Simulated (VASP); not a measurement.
Band structure of Sm (space group P6_3/mmc). All values below come from PBEsol GGA, VASP's PBE PAW potentials (set 64) (plane waves; VASP).

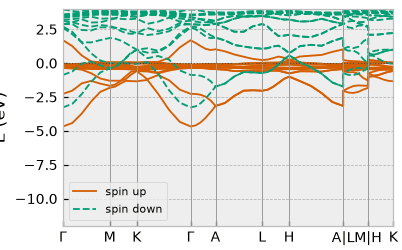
*Bands along high-symmetry lines, zero at the valence-band maximum or, without a gap, the Fermi level*

Task: Read the plot: is there a gap, and where are the band edges?

Result: It has no gap at this level: it comes out as a metal or semimetal.

The structure comes from a measured Sm entry of the Crystallography Open Database, whose conditions weren't checked. The cell was not relaxed at this level. VASP warned that the highest band is occupied, so more bands are needed.
